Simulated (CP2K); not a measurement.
# SiHF3 (SMILES F[SiH](F)F) at PM3

What is the energy change on altering one bond length of SiHF3 at PM3? 

The results are computed with CP2K 2026.2.

6 further runs of the same task are left out: 5 that didn't finish, 1 set aside as unsound or not needed.

**1. Starting point**

SiHF3 has 5 atoms, charge 0, and is taken as a singlet. SMILES: `F[SiH](F)F`. The shape is that of a PBE0-D4/def2-TZVP optimisation.

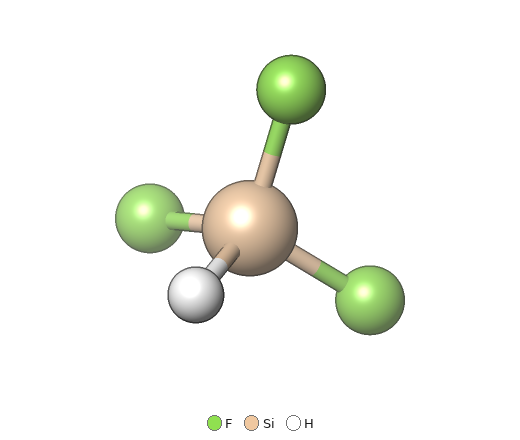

Viewed from a chosen angle; fluorine green, silicon light orange, hydrogen white.

**2. The energy at PM3**

The input, molecule.xyz:

```xyz
5

F     -0.447100    -0.082200     1.491300
Si     0.040700     0.001700    -0.001800
F     -0.597100     1.281400    -0.657200
F     -0.495900    -1.263300    -0.767200
H      1.499400     0.062400    -0.065100
```

The input, qs.inp:

```
&GLOBAL
   PROJECT qs
   RUN_TYPE ENERGY
   PRINT_LEVEL MEDIUM
&END

&FORCE_EVAL
   METHOD Quickstep
   &DFT
      &QS
         METHOD PM3
         EPS_DEFAULT 1.0E-10
         &SE
            &COULOMB
               CUTOFF [angstrom] 50
               RC_RANGE [angstrom] 0
            &END
            &EXCHANGE
               CUTOFF [angstrom] 50
               RC_RANGE [angstrom] 0
            &END
         &END
      &END
      &POISSON
         PERIODIC NONE
         POISSON_SOLVER ANALYTIC
      &END
      &SCF
         SCF_GUESS ATOMIC
         EPS_SCF 1.0E-06
         MAX_SCF 50
         &OT
            MINIMIZER DIIS
            PRECONDITIONER FULL_SINGLE_INVERSE
         &END
         &OUTER_SCF
            EPS_SCF 1.0E-06
            MAX_SCF 8
         &END
      &END
      # extra output
      &PRINT
         &MOMENTS
            PERIODIC F
            REFERENCE COM
            MAX_MOMENT 1
         &END
         &MO_CUBES
            NLUMO 1
            NHOMO -1
            WRITE_CUBE F
         &END
         &HIRSHFELD OFF
         &END
      &END
   &END
   &SUBSYS
      # box in angstrom
      &CELL
         ABC 12.1 12.5 12.3
         PERIODIC NONE
      &END
      &TOPOLOGY
         COORD_FILE_NAME molecule.xyz
         COORD_FILE_FORMAT XYZ
         &CENTER_COORDINATES
         &END
      &END
   &END
&END
```

Run with:

```sh
OMP_NUM_THREADS=1 cp2k.psmp -i qs.inp -o qs.out
```

Output:

```text
CP2K| version string:                                       CP2K version 2026.2
[...]
 GLOBAL| Method name                                                        CP2K
[...]
 GLOBAL| Run type                                                         ENERGY
[...]
                             - Atoms:                                          5
[...]
                             - Spherical basis functions:                     17
[...]
 Number of electrons:                                                         26
[...]
     1 OT DIIS     0.80E-01    0.0     0.34873542       -49.2389622599 -4.92E+01
[...]
    38 OT DIIS     0.80E-01    0.0     0.00000093       -51.9973249314 -7.82E-11
  *** SCF run converged in    38 steps ***
  Core-core repulsion energy [eV]:                           1344.24162611280303
  Core Hamiltonian energy [eV]:                             -2472.90132589835048
  Two-electron integral energy [eV]:                         -572.51893687172605
  Electronic energy [eV]:                                   -2759.16079433421373
  Total energy [eV]:                                        -1414.91916822141070
  Atomic reference energy [eV]:                              1402.83007685872462
  Heat of formation [kcal/mol]:                              -278.78109170119518
[...]
 SE_DIPOLE| Moment [Debye]         -1.09307321      -0.04555150       0.04801028
 SE_DIPOLE| Derivative [a.u.]       0.00000000       0.00000000       0.00000000
 *** WARNING in qs_scf_post_se.F:140 :: Printing of MO cube files not ***
 *** implemented for Semi-Empirical method.                           ***
 ENERGY| Total FORCE_EVAL ( QS ) energy [hartree]            -51.997324931363273
[...]
```

It took 0.52 s on 1 thread of Arm Neoverse V1, shared host.

**3. The distorted shape, same level**

The input, molecule.xyz:

```xyz
5

F      0.196830     1.435823     2.409794
Si     0.684630     1.519723     0.916694
F      0.046830     2.799423     0.261294
F     -0.495900    -1.263300    -0.767200
H      2.143330     1.580423     0.853394
```

The input, mol.inp:

```
&FORCE_EVAL
  METHOD QS
  &DFT
    CHARGE 0
    MULTIPLICITY 1
    &QS
      METHOD PM3
      EPS_DEFAULT 1.0E-10
      &SE
        &COULOMB
          CUTOFF [angstrom] 50
          RC_RANGE [angstrom] 0
        &END COULOMB
        &EXCHANGE
          CUTOFF [angstrom] 50
          RC_RANGE [angstrom] 0
        &END EXCHANGE
      &END SE
    &END QS
    &POISSON
      PERIODIC NONE
      POISSON_SOLVER ANALYTIC
    &END POISSON
    ! self-consistent field
    &SCF
      SCF_GUESS ATOMIC
      EPS_SCF 1.0E-06
      MAX_SCF 50
      &OT ON
        MINIMIZER DIIS
        PRECONDITIONER FULL_SINGLE_INVERSE
      &END OT
      &OUTER_SCF
        EPS_SCF 1.0E-06
        MAX_SCF 8
      &END OUTER_SCF
    &END SCF
    ! extra output
    &PRINT
      &MOMENTS
        PERIODIC F
        REFERENCE COM
        MAX_MOMENT 1
      &END MOMENTS
      &MO_CUBES
        NLUMO 1
        NHOMO -1
        WRITE_CUBE F
      &END MO_CUBES
      &HIRSHFELD OFF
      &END HIRSHFELD
    &END PRINT
  &END DFT
  &SUBSYS
    &CELL
      ABC [angstrom] 12.6 14.1 13.2
      PERIODIC NONE
    &END CELL
    &TOPOLOGY
      COORD_FILE_NAME molecule.xyz
      COORD_FILE_FORMAT XYZ
      &CENTER_COORDINATES
      &END CENTER_COORDINATES
    &END TOPOLOGY
  &END SUBSYS
&END FORCE_EVAL

&GLOBAL
  PROJECT_NAME mol
  RUN_TYPE ENERGY
  PRINT_LEVEL MEDIUM
&END GLOBAL
```

Run with:

```sh
OMP_NUM_THREADS=1 cp2k.psmp -i mol.inp -o mol.out
```

Output:

```text
CP2K| version string:                                       CP2K version 2026.2
[...]
 GLOBAL| Method name                                                        CP2K
[...]
 GLOBAL| Run type                                                         ENERGY
[...]
                             - Atoms:                                          5
[...]
                             - Spherical basis functions:                     17
[...]
 Number of electrons:                                                         26
[...]
     1 OT DIIS     0.80E-01    0.0     0.33112263       -49.3040032226 -4.93E+01
[...]
     6 OT DIIS     0.80E-01    0.0     0.00000050       -51.7349945488 -1.99E-10
  *** SCF run converged in     6 steps ***
  Core-core repulsion energy [eV]:                           1101.16361632547978
  Core Hamiltonian energy [eV]:                             -2483.69532532050198
  Two-electron integral energy [eV]:                          -50.49817297920143
  Electronic energy [eV]:                                   -2508.94441181010279
  Total energy [eV]:                                        -1407.78079548462301
  Atomic reference energy [eV]:                              1402.83007685872462
  Heat of formation [kcal/mol]:                              -114.16629272017565
[...]
 SE_DIPOLE| Moment [Debye]         -3.59074350      -6.72507903      -4.01697339
 SE_DIPOLE| Derivative [a.u.]       0.00000000       0.00000000       0.00000000
 *** WARNING in qs_scf_post_se.F:140 :: Printing of MO cube files not ***
 *** implemented for Semi-Empirical method.                           ***
 ENERGY| Total FORCE_EVAL ( QS ) energy [hartree]            -51.734994548813916
[...]
```

Wall time 0.64 s (1 thread of Arm Neoverse V1, shared host).

**4. Summary of results**

At PM3:

```
                                                          quantity            value
                                         first shape: total energy     -51.99732 Eh
                                        first shape: dipole moment           1.10 D
                                    first shape: heat of formation  -278.8 kcal/mol
                                     distorted shape: total energy     -51.73499 Eh
                                    distorted shape: dipole moment           8.62 D
                                distorted shape: heat of formation  -114.2 kcal/mol
energy change with the Si2–F4 bond stretched from 1.573 to 3.460 Å         7.138 eV
```

One bond (distorted shape) is far stretched, which a spin-restricted single reference describes badly. With the Si2–F4 bond stretched from 1.573 to 3.460 Å the energy rises by 7.14 eV (689 kJ/mol). The first shape isn't relaxed at this level, so the change isn't measured from a minimum. A restricted reference can't describe the breaking bond well at this length.
